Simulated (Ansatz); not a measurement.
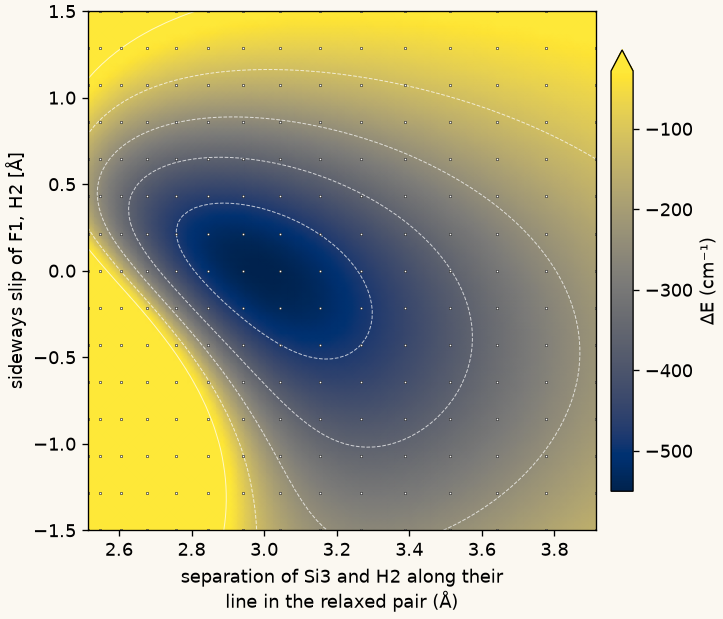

Energy landscape of the pair FH···H₄Si. 
- Coordinates scanned: (1) separation of Si3 and H2 along their line in the relaxed pair; (2) sideways slip of F1, H2.
- Nothing is relaxed (both partners rigid).
- Grid: 15 × 15 points.
- Points are written as (first, second).
- Energies are in cm⁻¹, from the two partners far apart, frozen as in the relaxed pair, each in its own basis (no counterpoise correction).
- All numbers below come from RKS BHLYP-D4/def2-TZVPD (Ansatz 0.2.0).

In the figure: a smooth colour map with a few white contour lines, dots at the grid points, one colour for all values above the top of the scale. Between grid points the surface is interpolated. 

**Describe this landscape.**

The lowest grid point is at (3.045 Å, 0.000 Å), −547 cm⁻¹ from the two partners far apart, frozen as in the relaxed pair, each in its own basis (no counterpoise correction). No other kind of well shows on this grid. The highest grid point, (2.514 Å, −0.857 Å), lies 2743 cm⁻¹ above the lowest. Round the minimum the valley is strongly tilted: raising the first coordinate shifts the best value of sideways slip of F1, H2 downwards (coupling k₁₂/√(k₁₁k₂₂) about 0.6).

Grid values (cm⁻¹):

```tsv
second ↓, first →	2.514	2.549	2.606	2.676	2.757	2.845	2.942	3.045	3.154	3.268	3.388	3.513	3.643	3.776	3.914
1.500	85	70	49	28	10	−5	−16	−22	−26	−26	−25	−22	−18	−14	−10
1.286	49	29	1	−26	−49	−65	−74	−78	−78	−73	−67	−58	−49	−41	−32
1.071	−12	−39	−75	−108	−133	−149	−155	−154	−146	−135	−120	−104	−88	−73	−59
0.857	−93	−127	−172	−211	−239	−253	−255	−246	−229	−208	−183	−157	−132	−109	−89
0.643	−170	−214	−270	−318	−351	−365	−363	−346	−320	−287	−251	−215	−180	−148	−120
0.429	−194	−254	−332	−398	−443	−464	−462	−441	−407	−365	−319	−272	−227	−187	−152
0.214	−92	−182	−301	−405	−480	−520	−530	−513	−478	−431	−378	−323	−270	−222	−180
0.000	207	63	−126	−297	−427	−508	−546	−547	−520	−475	−420	−361	−303	−250	−203
−0.214	719	497	203	−65	−278	−421	−503	−534	−526	−491	−441	−383	−324	−268	−218
−0.429	1353	1042	629	249	−58	−273	−411	−480	−498	−480	−439	−386	−330	−275	−225
−0.643	1907	1528	1022	552	167	−110	−296	−402	−445	−446	−418	−373	−322	−271	−223
−0.857	2196	1796	1258	753	334	24	−191	−320	−383	−399	−383	−347	−303	−257	−213
−1.071	2158	1789	1286	808	403	99	−117	−252	−323	−348	−340	−313	−276	−236	−196
−1.286	1867	1560	1137	729	379	112	−82	−205	−273	−299	−296	−275	−244	−210	−176
−1.500	1454	1217	890	571	293	80	−77	−178	−234	−256	−254	−237	−211	−182	−153
```

The input of one point:

```yaml
crystal:
  periodic: [false, false, false]
  atoms:
    - { symbol: F, position_ang: [-0.445189, -0.024685, -2.858693] }
    - { symbol: H, position_ang: [-0.639881, 0.014267, -1.964036] }
    - { symbol: Si, position_ang: [0.225528, 0.001065, 0.955367] }
    - { symbol: H, position_ang: [-0.470197, 0.090033, 2.246224] }
    - { symbol: H, position_ang: [-0.794826, 0.072725, -0.113058] }
    - { symbol: H, position_ang: [0.938211, -1.278146, 0.841207] }
    - { symbol: H, position_ang: [1.156891, 1.125191, 0.793404] }
basis:
  gaussian: { orbitals: def2-TZVPD }
hamiltonian:
  xc: { name: BHLYP }
  dispersion: d4
output:
  forces: true
```

Time for the 225 points that were run: 12 min on 1 thread of Arm Neoverse V1 (shared host).
